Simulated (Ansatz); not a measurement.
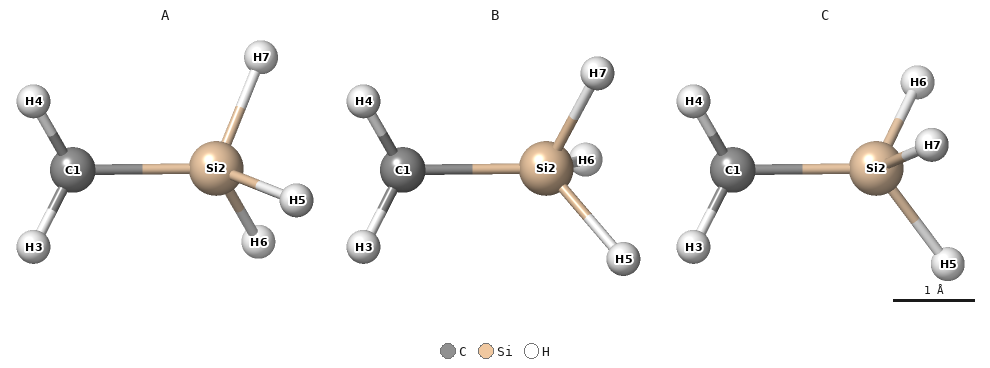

A scan of CH5Si (charge −1) along one coordinate. Style: ball-and-stick. Shown at a tilt.

Single-point energies from Ansatz with CCSD(T) in the def2-TZVPPD basis, on geometries moved rigidly from the minimum at PBE0-D4/def2-TZVPD. Coupled cluster with a frozen core. Energies are counted from the PBE0-D4/def2-TZVPD minimum geometry at the same level.

### What is being scanned?

The H3–C1–Si2–H5 dihedral angle is varied, with the rest of the molecule carried along rigidly. In the frames the dihedral is −59.4° (A), −14.4° (B), 30.6° (C). Their energies are 0.7 kJ/mol, 14.3 kJ/mol, 21.1 kJ/mol.
